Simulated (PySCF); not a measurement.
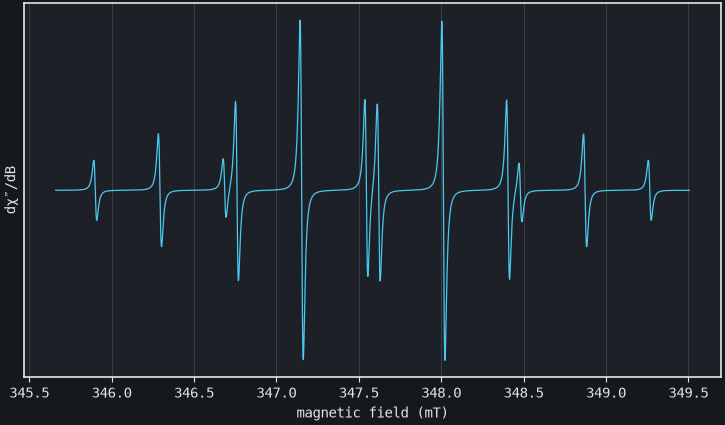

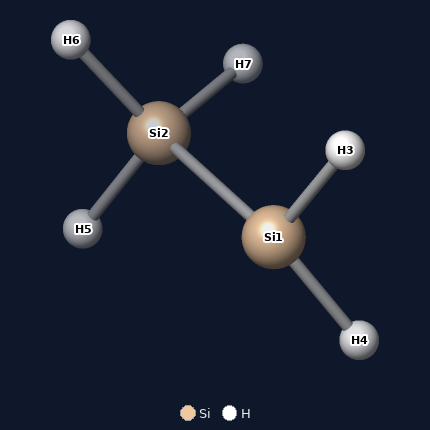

First-order isotropic EPR spectrum (fast tumbling, first derivative) of Si₂H₅, SMILES [SiH2][SiH3], doublet at 9.75 GHz, Lorentzian lines of 0.03 mT full width at half height, from computed g and hyperfine couplings (B3LYP/pcH-1 (IGLO-III on Si), PySCF 2.14.0, at a PBE0-D3(BJ)/def2-SVP geometry (no frequency check), gas phase); values of one conformer, averaged over methyl-type rotors alone; no vibrational averaging; dilute isotopes left out. The SMILES is one Lewis form and needn't show where the spin sits.

**Which couplings does the calculation give? The spectrum shows the sizes of those above the line width, not their signs.**

```csv
nuclei,isotope,a (mT),a (MHz)
"H5, H6, H7",¹H,0.86,24.1
H4,¹H,0.40,11.1
H3,¹H,0.39,10.9
```

**What is the g value, and how wide is the spectrum?**

g_iso = 2.0042, which centres the spectrum at 347.6 mT; it spans 3.4 mT.
